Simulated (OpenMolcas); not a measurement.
# doublet CH3I−: levels of theory compared

Aim: a comparison of 6 runs (U-revPBE/def2-SVPD, UB3LYP/def2-SVPD, UBLYP/def2-SVPD, UM06-2X/def2-SVPD, UPBE/def2-SVPD, UTPSS/def2-SVPD) of doublet CH3I−. 

The calculation is run with OpenMolcas 26.06.

### Step 1. The system as given

CH3I− has 5 atoms, charge -1, and is taken as a doublet. SMILES of the parent species: `CI`. The coordinates come from a PBE0-D4/def2-TZVP relaxation. That shape belongs to the parent species and isn't relaxed for this state.

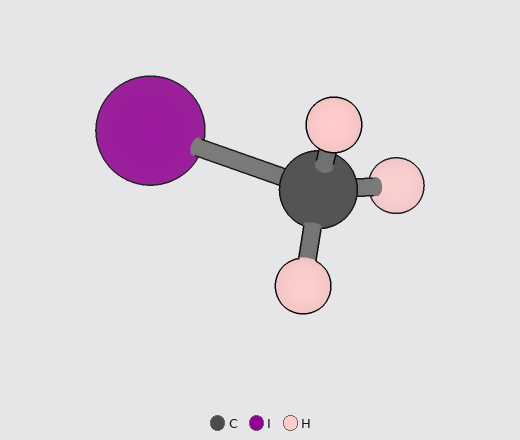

The structure, seen from a chosen angle (carbon dark grey, iodine purple, hydrogen pink).

### Step 2. A single-point energy at U-revPBE/def2-SVPD (core potential) (run 1)

Contents of test.inp:

```
&GATEWAY
 BasLib=$CurrDir
 Coord
 5
 angstrom
 C       -0.044100      -0.162730       0.153180
 I        0.368060       1.358130      -1.278460
 H        0.760650      -0.889590       0.103440
 H       -0.088230       0.307420       1.130650
 H       -0.996380      -0.613220      -0.108810
 Basis=def2-SVPD
 Group=NoSym

&SEWARD
 GridInput
 Grid=UltraFine
 End of Grid

&SCF
 UHF
 Charge=-1
 Spin=2
 KSDFT=revPBE
 Thresholds=1e-10 1e-07 1e-07 1e-05
 PrOrbitals=1 2
```

The basis set def2-SVPD is read from a file made from the Basis Set Exchange's data (not shown).

On the command line:

```bash
$ export MOLCAS_MEM=1860
$ pymolcas test.inp > test.log
```

The program printed:

```text
--- Start Module: gateway ---
[...]
--- Stop Module: gateway /rc=_RC_ALL_IS_WELL_ ---
--- Start Module: seward ---
[...]
      Basis functions           79
--- Stop Module: seward /rc=_RC_ALL_IS_WELL_ ---
[...]
--- Start Module: scf ---
[...]
       Convergence after  21 Iterations
[...]
::    Total KS-DFT energy                            -337.5886037303
[...]
      Total spin, S                                     0.5004195846
[...]
      Total electronic charge=   35.000000
      Total            charge=   -1.000000
[...]
      Dipole Moment (debye):
      Origin of the operator (angstrom)=    0.3231    1.1921   -1.1222
                   X= -4.7271E-01               Y= -1.7442E+00               Z=  1.6419E+00           Total=  2.4417E+00
      Center of Charge (angstrom)
[...]
--- Stop Module: scf /rc=_RC_ALL_IS_WELL_ ---
[...]
```

Run time: 35 s. Hardware: 1 thread of Arm Neoverse V2, shared host; peak memory 0.44 GiB.

### Step 3. A single-point energy at UB3LYP/def2-SVPD (core potential) (run 2)

Contents of input.xyz:

```xyz
5

C     -0.044100    -0.162730     0.153180
I      0.368060     1.358130    -1.278460
H      0.760650    -0.889590     0.103440
H     -0.088230     0.307420     1.130650
H     -0.996380    -0.613220    -0.108810
```

Contents of calc.inp:

```
&GATEWAY
 BasLib
 $CurrDir
 Coord
 input.xyz
 Basis
 def2-SVPD
 Group
 NoSym

&SEWARD
 GridInput
 Grid=UltraFine
 End of Grid

&SCF
 UHF
 Charge
 -1
 Spin
 2
 KSDFT
 B3LYP
 Thresholds
 1e-10 1e-07 1e-07 1e-05
 PrOrbitals
 0
```

The basis set def2-SVPD is read from a file made from the Basis Set Exchange's data (not shown).

On the command line:

```bash
$ export MOLCAS_MEM=1860
$ pymolcas calc.inp > calc.log
```

The program printed:

```text
--- Start Module: gateway ---
[...]
--- Stop Module: gateway /rc=_RC_ALL_IS_WELL_ ---
--- Start Module: seward ---
[...]
      Basis functions           79
--- Stop Module: seward /rc=_RC_ALL_IS_WELL_ ---
[...]
--- Start Module: scf ---
[...]
       Convergence after  18 Iterations
[...]
::    Total KS-DFT energy                            -337.6570392610
[...]
      Total spin, S                                     0.5007609473
[...]
      Total electronic charge=   35.000000
      Total            charge=   -1.000000
[...]
      Dipole Moment (debye):
      Origin of the operator (angstrom)=    0.3231    1.1921   -1.1222
                   X= -2.9165E-01               Y= -1.0762E+00               Z=  1.0130E+00           Total=  1.5064E+00
      Center of Charge (angstrom)
[...]
--- Stop Module: scf /rc=_RC_ALL_IS_WELL_ ---
[...]
```

Wall time 32 s (1 thread of Arm Neoverse V2, shared host); peak memory 0.44 GiB.

Runs 3 to 5 aren't shown in full; the table further down has their settings and results.

### Step 4. The energy at UTPSS/def2-SVPD (core potential) (run 6)

Contents of job.inp:

```
&GATEWAY
BasLib
$CurrDir
Coord
5
angstrom
C       -0.044100      -0.162730       0.153180
I        0.368060       1.358130      -1.278460
H        0.760650      -0.889590       0.103440
H       -0.088230       0.307420       1.130650
H       -0.996380      -0.613220      -0.108810
Basis
def2-SVPD
Group
NoSym
&SEWARD
GridInput
Grid=UltraFine
End of Grid
&SCF
UHF
Charge
-1
Spin
2
KSDFT
2
1.0 MGGA_X_TPSS
1.0 MGGA_C_TPSS
Thresholds
1e-10 1e-07 1e-07 1e-05
PrOrbitals
1 1
```

The basis set def2-SVPD is read from a file made from the Basis Set Exchange's data (not shown).

On the command line:

```bash
$ export MOLCAS_MEM=1860
$ pymolcas job.inp > job.log
```

The program printed:

```text
--- Start Module: gateway ---
[...]
--- Stop Module: gateway /rc=_RC_ALL_IS_WELL_ ---
--- Start Module: seward ---
[...]
      Basis functions           79
--- Stop Module: seward /rc=_RC_ALL_IS_WELL_ ---
[...]
--- Start Module: scf ---
[...]
       Convergence after  19 Iterations
[...]
::    Total KS-DFT energy                            -337.4560208372
[...]
      Total spin, S                                     0.5007194042
[...]
      Total electronic charge=   35.000000
      Total            charge=   -1.000000
[...]
      Dipole Moment (debye):
      Origin of the operator (angstrom)=    0.3231    1.1921   -1.1222
                   X= -5.0896E-01               Y= -1.8780E+00               Z=  1.7679E+00           Total=  2.6289E+00
      Center of Charge (angstrom)
[...]
--- Stop Module: scf /rc=_RC_ALL_IS_WELL_ ---
[...]
```

Run time: 52 s. Hardware: 1 thread of Arm Neoverse V2, shared host; peak memory 0.44 GiB.

### Step 5. The series

```
run                                level  energy (Eh)  HOMO energy (eV)  LUMO energy (eV)   ⟨S²⟩  wall time
  1  U-revPBE/def2-SVPD (core potential)  -337.588604              2.48              3.01  0.751       35 s
  2    UB3LYP/def2-SVPD (core potential)  -337.657039              2.11              3.35  0.752       32 s
  3     UBLYP/def2-SVPD (core potential)  -337.472883              2.55              2.99  0.751       35 s
  4   UM06-2X/def2-SVPD (core potential)  -337.445098              1.50              3.39  0.753       67 s
  5      UPBE/def2-SVPD (core potential)  -337.487440              2.45              3.02  0.751       38 s
  6     UTPSS/def2-SVPD (core potential)  -337.456021              2.55              3.02  0.751       52 s
```

### Step 6. Results

| quantity | value |
| --- | --- |
| run 6: total energy | -337.45602 Eh |
| run 6: HOMO energy (highest over α and β) | 2.55 eV |
| run 6: LUMO energy (lowest over α and β) | 3.02 eV |
| run 6: ⟨S²⟩ | 0.751 |

In words: Totals of different functionals can't be ranked against each other. In runs 1, 2, 3, 4, 5, 6 the HOMO lies above zero, so the outermost electron may be held by the basis alone. All runs together took 4.3 min, the longest 67 s.
